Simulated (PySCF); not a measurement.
# TaH4: structure of the doublet

The task is one start of a wider search on TaH4: the doublet, from a see-saw start. It is relaxed, tested by its Hessian and followed downhill if it is a saddle.

Method: PBE0, basis Ta def2-TZVP with ECP60, H def2-TZVP, scalar-relativistic core potentials, no spin–orbit coupling, density fitting; program: PySCF 2.14.0.

### Step 1. Starting geometry

5 atoms, charge 0, spin multiplicity 2.

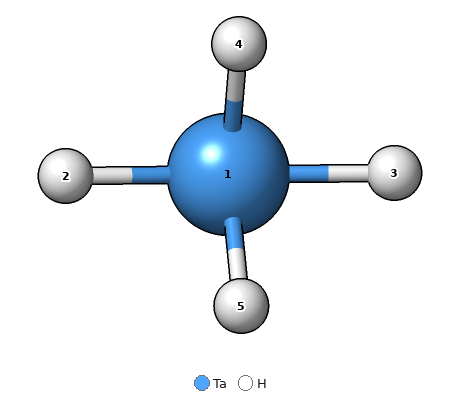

Start geometry, drawn with tantalum blue, hydrogen white; atoms are numbered from 1 in the order of the file.

```xyz
5
charge 0 multiplicity 2
Ta    0.0000    0.0000    0.0000
H     0.0000    1.7732    0.1551
H     0.0000   -1.7732    0.1551
H     1.4027    0.0000    1.0959
H    -1.4027    0.0000    1.0959
```

### Step 2. The SCF at the typed geometry

One driver script runs all steps and calls PySCF; scf.py shows how it sets up the SCF of each step. The optimiser is the driver's own. After this first run the driver tries any further starts and a stability analysis.

File scf.py:

```python
from pyscf import gto, scf, dft
mol = gto.M(atom='''
Ta     0.000000     0.000000     0.000000
H      0.000000     1.773200     0.155100
H     -0.000000    -1.773200     0.155100
H      1.402700     0.000000     1.095900
H     -1.402700     0.000000     1.095900''',
    basis={'Ta': 'def2-TZVP', 'H': 'def2-TZVP'},
    ecp={'Ta': 'def2-TZVP'},
    charge=0, spin=1)
mf = dft.UKS(mol, xc='PBE0')
mf.grids.atom_grid = (50, 194)
aux = {'Ta': 'def2-universal-JKFIT', 'H': 'def2-universal-JKFIT'}
mf = mf.density_fit(auxbasis=aux)
mf.conv_tol = 1e-08
mf.diis_space = 10
mf.max_cycle = 60
mf.init_guess = 'minao'
mf.verbose = 4
mf.kernel()
```

The run is started by

```sh
$ OMP_NUM_THREADS=2 python axn.py task.json out
```

What it wrote:

```text
init E= -40.2202260906128
[... the frontier-level lines of each cycle are left out ...]
cycle= 1 E= -59.0968358118456  delta_E= -18.9  |g|= 0.405  |ddm|= 3.53
cycle= 2 E= -59.0855087338587  delta_E= 0.0113  |g|= 0.41  |ddm|= 1.01
cycle= 3 E= -59.1884761631347  delta_E= -0.103  |g|= 0.0618  |ddm|= 0.54
cycle= 4 E= -59.1907445994677  delta_E= -0.00227  |g|= 0.033  |ddm|= 0.0925
cycle= 5 E= -59.1914090351638  delta_E= -0.000664  |g|= 0.00397  |ddm|= 0.0285
cycle= 6 E= -59.1914742377923  delta_E= -6.52e-05  |g|= 0.00135  |ddm|= 0.0152
cycle= 7 E= -59.1914821893776  delta_E= -7.95e-06  |g|= 0.00033  |ddm|= 0.00669
cycle= 8 E= -59.1914828031113  delta_E= -6.14e-07  |g|= 0.000145  |ddm|= 0.00161
cycle= 9 E= -59.1914829802888  delta_E= -1.77e-07  |g|= 4.69e-05  |ddm|= 0.0011
cycle= 10 E= -59.1914829972209  delta_E= -1.69e-08  |g|= 2.28e-05  |ddm|= 0.000265
cycle= 11 E= -59.1914830039449  delta_E= -6.72e-09  |g|= 1.08e-05  |ddm|= 0.000189
Extra cycle  E= -59.1914830047139  delta_E= -7.69e-10  |g|= 7.99e-06  |ddm|= 3.96e-05
converged SCF energy = -59.1914830047139  <S^2> = 0.75769375  2S+1 = 2.007679
```

This step, with its further starts and checks, took 4.7 s on 2 threads of AMD EPYC 9R45 (Zen 5), shared host.

Energies from each starting density:

| start | energy (Eh) |
| --- | --- |
| the minimal-basis guess | -59.191483 |
| a thermally smeared density | -59.211830 |
| a smeared PBE density | -59.211830 |

The first run landed in a state that is too high. Following the other starts and the instabilities gains 53.4 kJ/mol (-59.21183 Eh), and the work goes on from there.

### Step 3. Relaxing the doublet from the see-saw start

The program finds C2v symmetry in the start, which this walk keeps.

scf.py, as its differences from that of step 2:

```diff
@@ -3,5 +3,5 @@
-Ta     0.000000     0.000000     0.000000
-H      0.000000     1.773200     0.155100
-H     -0.000000    -1.773200     0.155100
-H      1.402700     0.000000     1.095900
-H     -1.402700     0.000000     1.095900''',
+Ta     0.000000     0.000000    -0.013632
+H      0.000000     1.773200     0.141468
+H      0.000000    -1.773200     0.141468
+H      1.402700     0.000000     1.082268
+H     -1.402700     0.000000     1.082268''',
@@ -18 +17,0 @@
-mf.init_guess = 'minao'
```

Steps of the walk:

| step | energy (Eh) | change (kJ/mol) | largest symmetric gradient (Eh/bohr) |
| --- | --- | --- | --- |
| 0 | -59.211830 | 0.00 | 0.02266 |
| 1 | -59.217390 | -14.60 | 0.00891 |
| 2 | -59.222708 | -28.56 | 0.01200 |
| 3 | -59.225427 | -35.70 | 0.01965 |
| 4 | -59.228698 | -44.29 | 0.02290 |
| 5 | -59.236206 | -64.00 | 0.01808 |
| 6 | -59.240354 | -74.89 | 0.00570 |
| 7 | -59.240485 | -75.23 | 0.00386 |
| 8 | -59.240523 | -75.33 | 0.00027 |
| 9 | -59.240524 | -75.33 | 0.00010 |

The walk took 8.7 s.

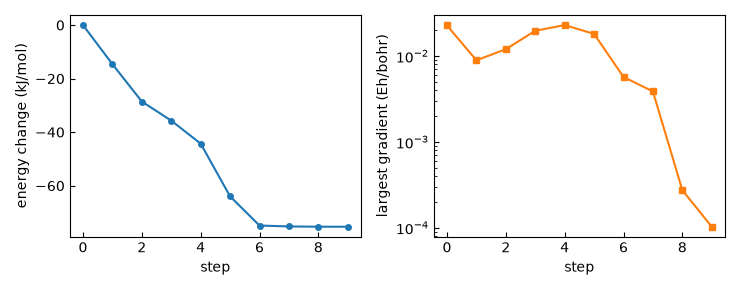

How energy and gradient fall.

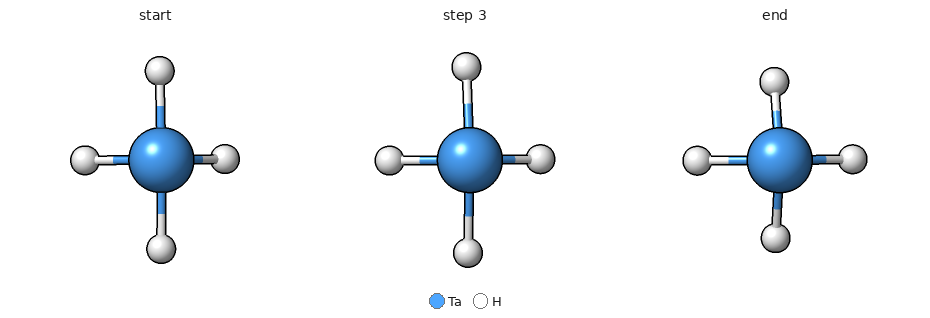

The geometry along the walk, at one scale.

It settles in C4v symmetry, 75.3 kJ/mol below the start, after 9 steps: Ta–H 1.756 Å (×4); H–Ta–H 77.6° (×4), H–Ta–H 124.8° (×2).

### Step 4. Hessian and properties

The point is checked on the finer grid, and tightened if its gradient asks for it. The Hessian and the dipole derivatives come from central differences of analytic gradients, with steps of 0.02 bohr.

scf.py, as its differences from that of step 3:

```diff
@@ -3,5 +3,5 @@
-Ta     0.000000     0.000000    -0.013632
-H      0.000000     1.773200     0.141468
-H      0.000000    -1.773200     0.141468
-H      1.402700     0.000000     1.082268
-H     -1.402700     0.000000     1.082268''',
+Ta    -0.000000    -0.000000    -0.017649
+H      0.000000     1.556618     0.795269
+H      0.000000    -1.556618     0.795269
+H      1.556618     0.000000     0.795269
+H     -1.556618     0.000000     0.795269''',
@@ -12 +12 @@
-mf.grids.atom_grid = (50, 194)
+mf.grids.atom_grid = (75, 302)
@@ -15 +15 @@
-mf.conv_tol = 1e-08
+mf.conv_tol = 1e-10
```

This SCF starts from the last density.

Log of the central SCF (cycles and frontier levels):

```text
init E= -59.2405353658885
[... the frontier-level lines of each cycle are left out ...]
cycle= 1 E= -59.2405353658879  delta_E= 6.39e-13  |g|= 1.45e-06  |ddm|= 2.5e-06
Extra cycle  E= -59.240535365886  delta_E= 1.85e-12  |g|= 2.3e-06  |ddm|= 3.7e-06
converged SCF energy = -59.240535365886  <S^2> = 0.75628159  2S+1 = 2.0062718
```

The whole step took 15 s.

Geometry: C4v; Ta–H 1.756 Å (×4); H–Ta–H 77.6° (×4), H–Ta–H 124.8° (×2).

Modes, for the most abundant isotopes:

| symmetry | ω (cm⁻¹) | IR (km/mol) | μ (u) |
| --- | --- | --- | --- |
| e | 117i | 41.9 | 1.01 |
| b1 | 709 | 0.0 | 1.01 |
| b2 | 775 | 0.0 | 1.01 |
| a1 | 834 | 14.1 | 1.02 |
| b1 | 1849 | 0.0 | 1.01 |
| e | 1879 | 729 | 1.02 |
| a1 | 1933 | 73.9 | 1.01 |

With 2 modes imaginary (up to 117i cm⁻¹) this point is a saddle.

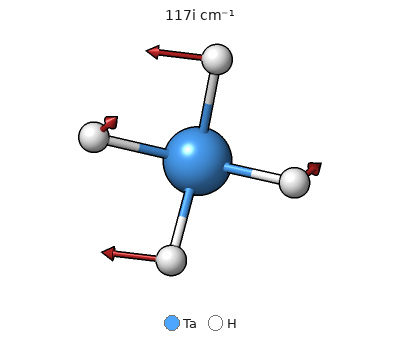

The imaginary mode, as arrows.

Properties at this point:

```
Dipole moment                                                   : 3.69 D
Highest occupied level                                          : -5.87 eV
Lowest empty level                                              : -2.73 eV
Rotational constants                                            : 2.251, 2.251, 1.726 cm⁻¹
Zero-point energy (real modes)                                  : 59.0 kJ/mol
Principal polarisabilities                                      : 50.6, 50.6, 66.0 bohr³
Atomisation energy without zero-point energy                    : 1086 kJ/mol
Principal traceless quadrupole moments about the centre of mass : -0.25, -0.25, 0.51 D Å
Spin squared ⟨S²⟩                                               : 0.756
```

Populations by atom (charges in e):

```json
{"atom": "Ta1", "Mulliken": "0.28", "Löwdin": "0.32", "polar tensor": "1.01", "spin (Mulliken)": "1.12", "Mayer order to Ta1": "–"}
{"atom": "H2,3,4,5", "Mulliken": "-0.07", "Löwdin": "-0.08", "polar tensor": "-0.25", "spin (Mulliken)": "-0.03", "Mayer order to Ta1": "0.99"}
```

Mulliken populations on Ta1 (outside its core potential): s 2.91, p 6.51, d 3.27, f 0.03.

### Step 5. Following the imaginary mode

The atoms are moved a little along the softest imaginary mode and relaxed again.

The program finds C1 symmetry in the start. The walk stops when the largest gradient is under 0.0003 Eh/bohr and the energy has settled too.

scf.py, as its differences from that of step 4:

```diff
@@ -3,5 +3,5 @@
-Ta    -0.000000    -0.000000    -0.017649
-H      0.000000     1.556618     0.795269
-H      0.000000    -1.556618     0.795269
-H      1.556618     0.000000     0.795269
-H     -1.556618     0.000000     0.795269''',
+Ta     0.001954    -0.000703    -0.017716
+H     -0.246493     1.531046     0.828177
+H     -0.246493    -1.582190     0.762227
+H      1.627670     0.088714     0.703581
+H     -1.485566     0.088714     0.886824''',
@@ -12 +12 @@
-mf.grids.atom_grid = (75, 302)
+mf.grids.atom_grid = (50, 194)
@@ -15 +15 @@
-mf.conv_tol = 1e-10
+mf.conv_tol = 1e-08
```

The optimiser's trace:

| step | energy (Eh) | change (kJ/mol) | largest gradient (Eh/bohr) |
| --- | --- | --- | --- |
| 0 | -59.240156 | 0.00 | 0.01078 |
| 1 | -59.240566 | -1.08 | 0.00484 |
| 2 | -59.240717 | -1.47 | 0.00056 |
| 3 | -59.240732 | -1.51 | 0.00052 |
| 4 | -59.240846 | -1.81 | 0.00187 |
| 5 | -59.240955 | -2.10 | 0.00476 |
| 6 | -59.241103 | -2.49 | 0.00768 |
| 7 | -59.241354 | -3.14 | 0.01037 |
| 8 | -59.241919 | -4.63 | 0.01255 |
| 9 | -59.242834 | -7.03 | 0.01024 |
| 10 | -59.244018 | -10.14 | 0.01074 |
| 11 | -59.247629 | -19.62 | 0.00763 |
| 12 | -59.250488 | -27.13 | 0.01411 |
| 13 | -59.255655 | -40.69 | 0.01644 |
| 14 | -59.259891 | -51.81 | 0.02599 |
| 15 | -59.264492 | -63.89 | 0.00985 |
| 16 | -59.265945 | -67.71 | 0.01313 |
| 17 | -59.266811 | -69.98 | 0.01666 |
| 18 | -59.267847 | -72.70 | 0.00362 |
| 19 | -59.268091 | -73.34 | 0.00275 |
| 20 | -59.268233 | -73.72 | 0.00257 |
| 21 | -59.268320 | -73.94 | 0.00179 |
| 22 | -59.268367 | -74.07 | 0.00109 |
| 23 | -59.268390 | -74.13 | 0.00035 |
| 24 | -59.268395 | -74.14 | 0.00023 |
| 25 | -59.268395 | -74.14 | 0.00014 |

The walk took 34 s.

Geometry (Å) and forces (eV/Å) at some steps:

```
step 0
Ta   0.002  -0.001  -0.018  -0.091   0.025   0.554
H   -0.246   1.531   0.828   0.130  -0.140  -0.232
H   -0.246  -1.582   0.762   0.003   0.206  -0.204
H    1.628   0.089   0.704  -0.099   0.023  -0.063
H   -1.486   0.089   0.887   0.057  -0.114  -0.055
step 1
Ta   0.001   0.002  -0.006  -0.028   0.005   0.249
H   -0.237   1.540   0.811   0.058  -0.058  -0.106
H   -0.254  -1.580   0.749  -0.015   0.109  -0.095
H    1.624   0.092   0.711  -0.051   0.013  -0.030
H   -1.483   0.072   0.899   0.035  -0.070  -0.018
step 13
Ta   0.157   0.076   0.369  -0.845  -0.665   0.529
H   -0.700   1.629   0.137   0.237  -0.062  -0.154
H   -0.626  -1.540   0.155   0.250   0.470  -0.197
H    1.871  -0.028   0.856   0.035   0.192  -0.061
H   -1.051  -0.011   1.646   0.324   0.066  -0.116
step 25
Ta  -0.069   0.024   0.633  -0.001   0.007   0.001
H   -0.489   1.505  -0.244   0.003  -0.003   0.001
H   -0.557  -1.414  -0.278  -0.001  -0.001   0.001
H    1.686   0.067   0.867  -0.004  -0.001   0.000
H   -0.919  -0.056   2.185   0.002  -0.002  -0.003
```

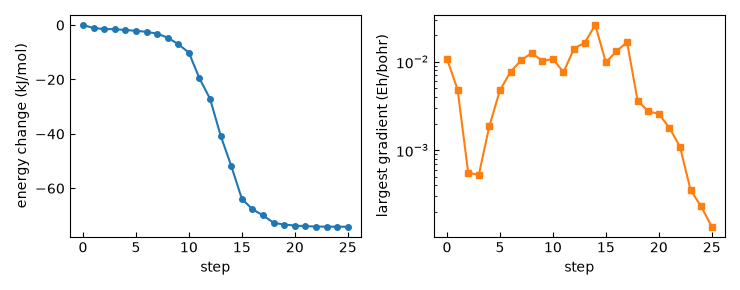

How energy and gradient fall.

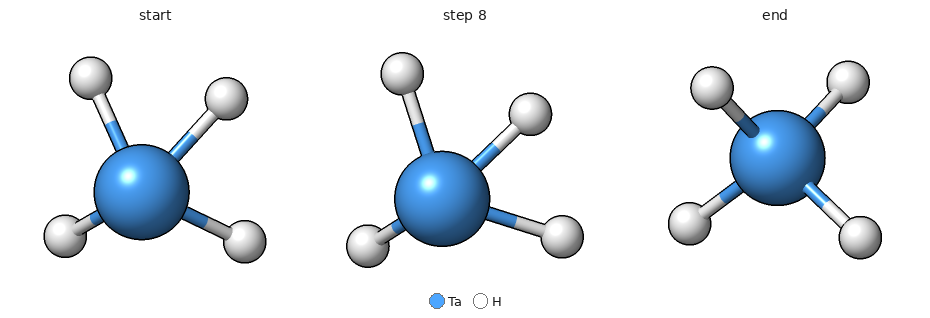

The geometry along the walk, at one scale.

End point (D2d, 25 steps, 74.1 kJ/mol gained): Ta–H 1.771 Å (×4); H–Ta–H 106.3° (×2), H–Ta–H 111.1° (×4).

### Step 6. Frequencies

The same treatment as at the point before.

scf.py, as its differences from that of step 5:

```diff
@@ -3,5 +3,5 @@
-Ta     0.001954    -0.000703    -0.017716
-H     -0.246493     1.531046     0.828177
-H     -0.246493    -1.582190     0.762227
-H      1.627670     0.088714     0.703581
-H     -1.485566     0.088714     0.886824''',
+Ta    -0.000000     0.000000    -0.000000
+H     -0.419650     1.480071    -0.877098
+H     -0.487193    -1.439069    -0.909802
+H      1.754813     0.041196     0.234416
+H     -0.847970    -0.082198     1.552484''',
@@ -12 +12 @@
-mf.grids.atom_grid = (50, 194)
+mf.grids.atom_grid = (75, 302)
@@ -15 +15 @@
-mf.conv_tol = 1e-08
+mf.conv_tol = 1e-10
```

Log of the central SCF (cycles and frontier levels):

```text
init E= -59.2684354963327
[... the frontier-level lines of each cycle are left out ...]
cycle= 1 E= -59.2684354963325  delta_E= 2.27e-13  |g|= 8.12e-08  |ddm|= 2.58e-07
Extra cycle  E= -59.2684354963324  delta_E= 2.84e-14  |g|= 7.46e-08  |ddm|= 1.98e-07
converged SCF energy = -59.2684354963324  <S^2> = 0.75721028  2S+1 = 2.0071973
```

The whole step took 14 s on 2 threads of AMD EPYC 9R45 (Zen 5), shared host.

Geometry: D2d; Ta–H 1.771 Å (×4); H–Ta–H 106.3° (×2), H–Ta–H 111.1° (×4).

Modes, for the most abundant isotopes:

```csv
symmetry,ω (cm⁻¹),IR (km/mol)
b1,487,0.0
b2,498,162
e,535,328
a1,712,0.0
e,1849,608
b2,1860,426
a1,1907,0.0
```

All wavenumbers are real: a minimum.

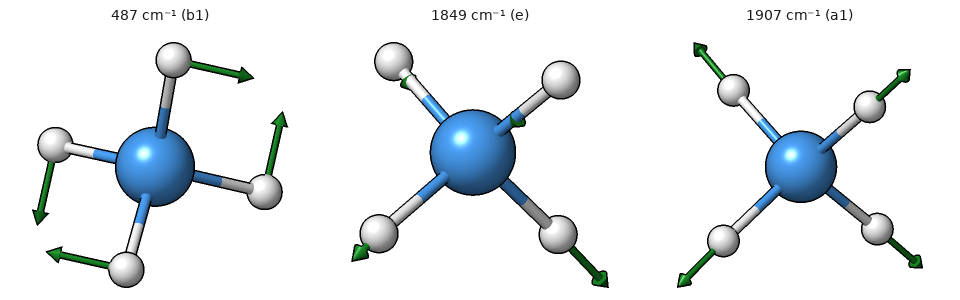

How the atoms move in 3 of the modes.

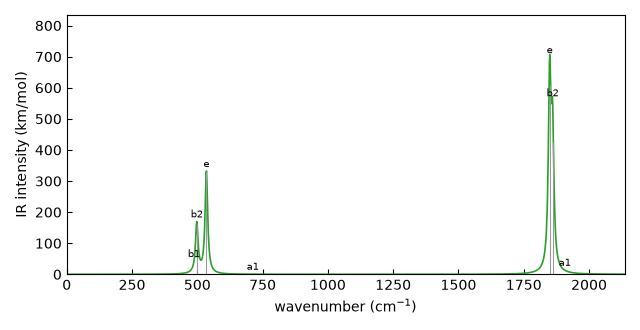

The harmonic infrared spectrum (widths in cm⁻¹). Lines are broadened to a width of 12 cm⁻¹ (Lorentzian).

Properties at this point:

| Item | Value |
| --- | --- |
| Dipole moment | 0.00 D |
| Highest occupied level | -5.76 eV |
| Lowest empty level | -3.01 eV |
| Rotational constants | 2.082, 1.962, 1.962 cm⁻¹ |
| Zero-point energy | 61.2 kJ/mol |
| Principal polarisabilities | 45.4, 51.2, 51.2 bohr³ |
| Atomisation energy without zero-point energy | 1159 kJ/mol |
| Principal traceless quadrupole moments about the centre of mass | -0.24, -0.24, 0.48 D Å |
| Entropy at 298.15 K and 1 bar (electronic part: spin only) | 255.1 J/(mol K) |
| Heat capacity Cp at 298.15 K | 57.4 J/(mol K) |
| Enthalpy at 298.15 K above 0 K | 12.47 kJ/mol |
| Rotational symmetry number | 4 |
| Spin squared ⟨S²⟩ | 0.757 |

Charges (e) and bond orders:

```csv
atom,Mulliken,Löwdin,polar tensor,spin (Mulliken),Mayer order to Ta1
Ta1,0.58,0.48,1.36,1.17,–
"H2,3,4,5",-0.14,-0.12,-0.34,-0.04,0.98
```

Mulliken populations on Ta1 (outside its core potential): s 2.87, p 6.42, d 3.10, f 0.03.

### Step 7. All stationary points

| spin | group | bonds | imaginary modes (cm⁻¹) | ΔE (kJ/mol) | with zero-point energy |
| --- | --- | --- | --- | --- | --- |
| doublet | D2d | Ta–H 1.771 Å (×4) | none | 0.0 | 0.0 |
| doublet | C4v | Ta–H 1.756 Å (×4) | 117i, 117i | 73.3 | – |

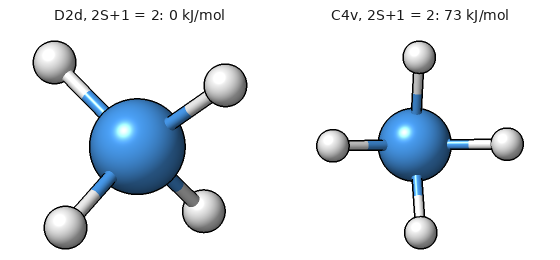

The points, lowest first (tantalum blue, hydrogen white).

### Step 8. Summary of results

```
                                          quantity                                                                  value
                                           minimum                                                           doublet, D2d
                                          geometry              Ta–H 1.771 Å (×4); H–Ta–H 106.3° (×2), H–Ta–H 111.1° (×4)
                                wavenumbers (cm⁻¹)  487 (b1), 498 (b2), 535 (e), 712 (a1), 1849 (e), 1860 (b2), 1907 (a1)
                                     dipole moment                                                                 0.00 D
highest occupied, lowest empty level (either spin)                                                        -5.76, -3.01 eV
                        polar-tensor charge of Ta1                                                                +1.36 e
                                 zero-point energy                                                            61.2 kJ/mol
                               entropy at 298.15 K                                                        255.1 J/(mol K)
         atomisation energy (no zero-point energy)                                                            1159 kJ/mol
                                              ⟨S²⟩                                                                  0.757
```

In words: From C2v at the start the molecule goes to a D2d minimum, after a stop at a second-order saddle point 73.3 kJ/mol higher, from which it was pushed off along an imaginary mode. The strongest infrared band lies at 1849 cm⁻¹ (e, stretch). Ta1 has a polar-tensor charge of +1.4 e (a dipole derivative, not a static charge), yet symmetry cancels the bond dipoles. Most of the spin sits on Ta1 (Mulliken spin 1.17, against 1 for the whole molecule). The first SCF alone would have been 53 kJ/mol too high. Only this shape and spin were tried, so other structures or states may lie lower. One determinant may miss the lowest occupation of an open d or f shell. Spin–orbit coupling, left out here, can matter for elements this heavy.

The search up to here took 76 s.
